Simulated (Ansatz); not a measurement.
System: ClF₂HSi.

```json
{"atom": "Si", "x (Å)": "-0.0072", "y (Å)": "-0.0130", "z (Å)": "0.0183"}
{"atom": "Cl", "x (Å)": "0.0076", "y (Å)": "0.0130", "z (Å)": "2.0490"}
{"atom": "F", "x (Å)": "1.4903", "y (Å)": "0.0141", "z (Å)": "-0.5011"}
{"atom": "F", "x (Å)": "-0.7324", "y (Å)": "1.2973", "z (Å)": "-0.5013"}
{"atom": "H", "x (Å)": "-0.6955", "y (Å)": "-1.2054", "z (Å)": "-0.4802"}
```

These are results of RKS CAM-B3LYP-D4/6-31G* in Ansatz 0.2.0, not measurements.

### What will maps of the electron density and electron localisation function show?

Si–F (1.59 Å): the density is about 1.2 e/Å³ at the midpoint; the ELF peaks at about 0.85 in the valence shell of F, 0.6 Å from its nucleus, and is about 0.50 at the midpoint.
Si–Cl (2.03 Å): ρ is about 0.96 e/Å³ halfway; the ELF peaks at about 0.90 between the atoms: a polar covalent bond.

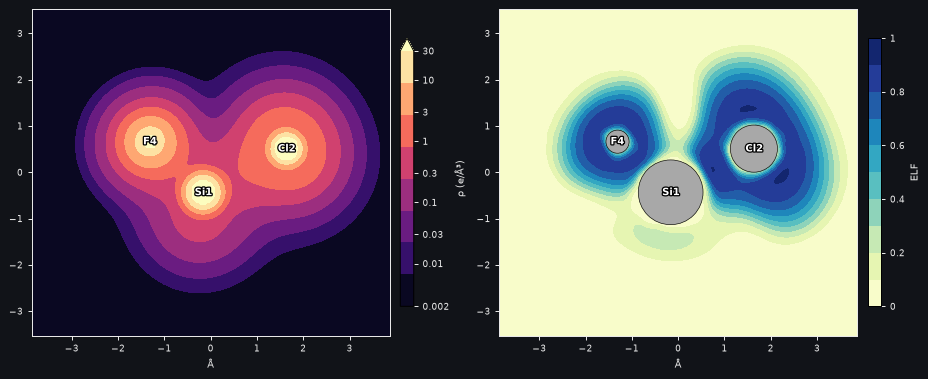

Computed electron density and electron localisation function on the plane of atoms Cl2, Si1 and F4, in this order. Grey discs cover the atomic cores in the ELF map. 
